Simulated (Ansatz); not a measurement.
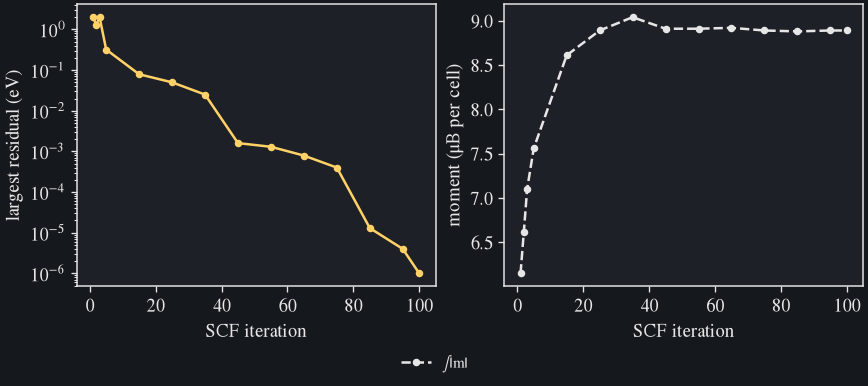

The plot shows the SCF iterations of a calculation: largest residual, magnetic moments. Only some iterations were kept.

- system: Fe (Im-3m, 4 atoms in the cell)
- method: Ansatz development build ahead of 0.2.0, DFT, PBE, PAW (an earlier, harder data set), plane waves, scalar-relativistic; cutoff 844 eV, 3×3×2 k-mesh, Fermi–Dirac smearing of 0.03 eV, non-collinear spins
Setting under test: Broyden mixing, default search for lower states.

### Was self-consistency reached?

Not converged after 100 iterations. The residual is still falling at the last step (down to 10⁻⁶).

### What is the residual at the start and at the end?

It starts near 2 and ends near 10⁻⁶ eV.

### What happens to the magnetisation?

The integral of |m| goes from 6.2 to 8.9 μB per cell, though in an unconverged run this needn't be final.
